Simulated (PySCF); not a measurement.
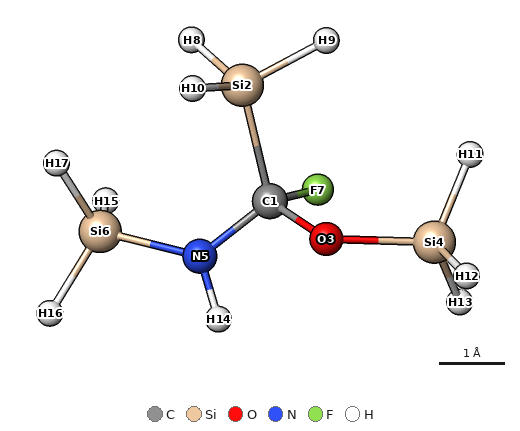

Figure 1. The structure (ball-and-stick view, seen at a tilt; atoms are numbered from 1 in the order of the input).

## CH10FNOSi3: excited-state calculation

System: CH10FNOSi3.
Method: TDDFT CAM-B3LYP/def2-SVPD, vertical, gas phase, core orbitals frozen in the response (PySCF 2.14.0).

The geometry comes from this level: PBE0-D3(BJ)/def2-SVP.

Input:
```
{"job": {"kind": "uv", "xc": "CAM-B3LYP", "basis": "def2-SVPD", "nstates": 6, "ntriplets": 2, "ip": true}, "charge": 0, "multiplicity": 1}
C      0.083292     0.090626     0.108909
Si    -1.827069    -0.117242    -0.105477
O      0.439916    -0.130869     1.425016
Si     0.663381     1.098942     2.562726
N      0.885281    -0.692221    -0.726182
Si     0.626775    -1.080781    -2.412570
F      0.315407     1.481997    -0.125770
H     -2.244864     0.304004    -1.475174
H     -2.461357     0.767451     0.911419
H     -2.204220    -1.539610     0.131853
H     -0.523282     1.998236     2.627483
H      0.816628     0.360085     3.844870
H      1.896424     1.888724     2.291740
H      1.834465    -0.768742    -0.365902
H      0.590934     0.108042    -3.317950
H      1.770164    -1.958280    -2.790436
H     -0.665238    -1.814177    -2.560712
```

The first line tells a small driver script what to run in PySCF; the rest is the geometry in Å.

Run on 1 CPU thread, shared host.

Command:
```bash
OMP_NUM_THREADS=1 python <driver script> task.json out
```

The program's output:
```
coarse grid: 15392 points
cycle   1  E = -1141.6216375762  dE =  4.374e-01  |g| = 8.452e-01  |ddm| = 5.270e+00
cycle   2  E = -1141.5667658593  dE =  5.487e-02  |g| = 1.062e+00  |ddm| = 2.960e+00
cycle   3  E = -1141.7598344511  dE = -1.931e-01  |g| = 7.174e-02  |ddm| = 1.481e+00
cycle   4  E = -1141.7606269302  dE = -7.925e-04  |g| = 4.382e-02  |ddm| = 1.744e-01
cycle   5  E = -1141.7610065654  dE = -3.796e-04  |g| = 9.896e-03  |ddm| = 5.988e-02
cycle   6  E = -1141.7610268860  dE = -2.032e-05  |g| = 2.411e-03  |ddm| = 2.379e-02
cycle   7  E = -1141.7610279738  dE = -1.088e-06  |g| = 1.012e-03  |ddm| = 4.328e-03
final grid: 134512 points
cycle   8  E = -1141.9147378581  dE = -1.554e-05  |g| = 5.031e-03  |ddm| = 7.097e-02
cycle   9  E = -1141.9147343525  dE =  3.506e-06  |g| = 6.891e-03  |ddm| = 1.173e-02
cycle  10  E = -1141.9147422838  dE = -7.931e-06  |g| = 2.200e-04  |ddm| = 5.657e-03
cycle  11  E = -1141.9147422903  dE = -6.534e-09  |g| = 1.828e-04  |ddm| = 8.119e-04
cycle  12  E = -1141.9147422967  dE = -6.302e-09  |g| = 3.916e-05  |ddm| = 2.948e-04
cycle  13  E = -1141.9147422970  dE = -3.661e-10  |g| = 8.448e-06  |ddm| = 8.476e-05
```

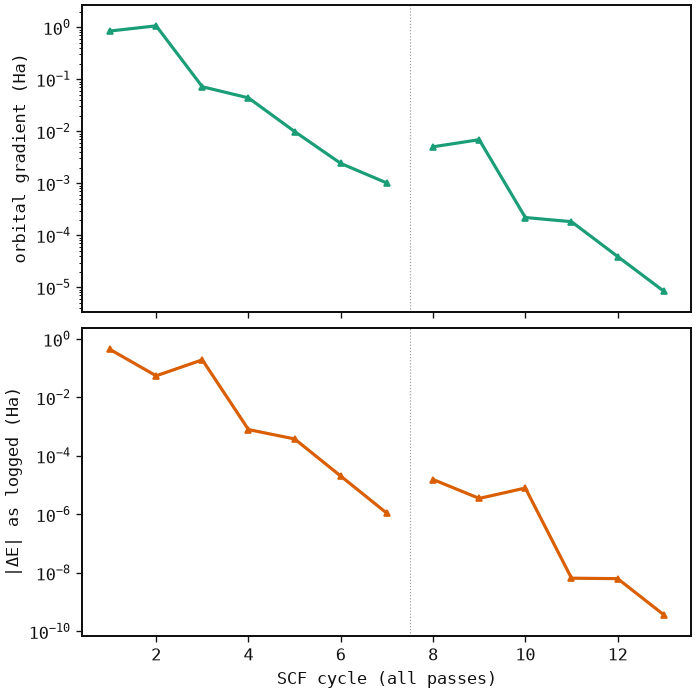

Figure 2. Convergence of the self-consistent field: orbital gradient and size of the energy change against the SCF cycle. The dotted line marks the change from a coarse to the final integration grid. The first 7 cycles use a coarse grid, the final grid takes over at cycle 8, and the field converges after 13 cycles in all.

```
converged SCF energy = -1141.9147422970

Static polarisability (au): isotropic 105.663, principal 91.373 105.175 120.442

Singlet excitations
state   eV       nm        f      main configurations
  1   6.7052    184.9   0.00513   H->L 0.71
  2   7.2950    170.0   0.00211   H->L+2 0.28, H-1->L 0.24, H->L+3 0.11
  3   7.4872    165.6   0.03382   H->L+1 0.28, H->L+3 0.26, H->L+2 0.13
  4   7.6113    162.9   0.02288   H->L+1 0.41, H->L+3 0.13, H->L+4 0.10
  5   7.7351    160.3   0.01358   H->L+5 0.34, H->L+6 0.12, H-1->L 0.11
  6   7.8650    157.6   0.04983   H-1->L 0.39, H->L+7 0.13, H->L+2 0.11

Triplet excitations (Tamm-Dancoff, eV): 6.3947 6.9651
Vertical ionisation energy (delta-SCF) = 9.6840 eV
```

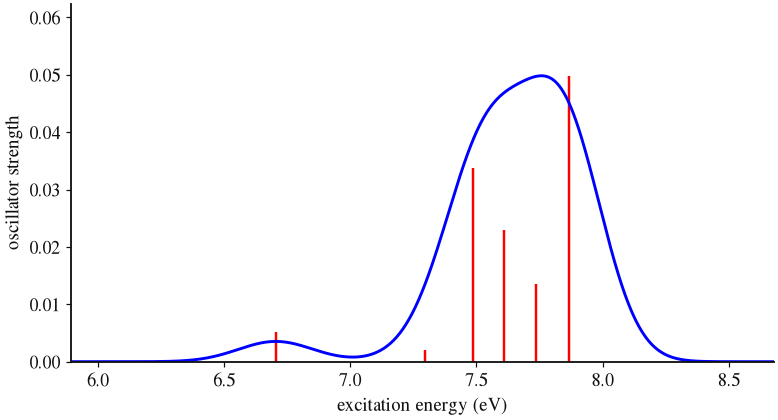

Figure 3. Computed excitations as sticks (degenerate states added up, dark ones marked on the axis), with a Gaussian envelope of 0.35 eV full width at half maximum, scaled to the tallest. Of the 6 states the lowest lies at 6.71 eV (f = 0.005); the strongest line is at 7.87 eV, or 158 nm (f = 0.050).

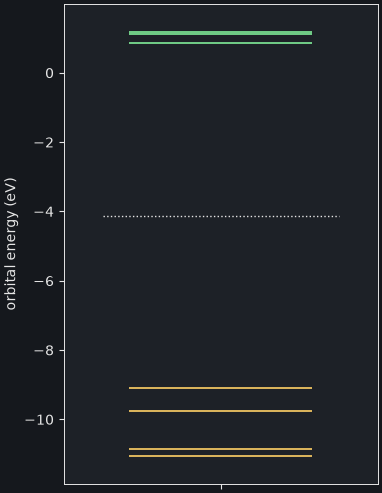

Figure 4. Orbital energies near the frontier; the dotted line parts filled from empty levels, and levels within 0.02 eV of each other stand side by side. Highest filled −9.09 eV, lowest empty 0.85 eV, 9.94 eV apart.

Results in brief:

- outcome: converged
- total energy: −1141.914742 hartree
- HOMO: −9.09 eV
- LUMO: 0.85 eV
- dipole moment: 0.68 D
- mean polarisability: 105.66 a.u.
- vertical ionisation energy: 9.68 eV
- lowest singlet excitation: 6.71 eV
- wall time: 4.8 min
- peak memory: 1.3 GiB
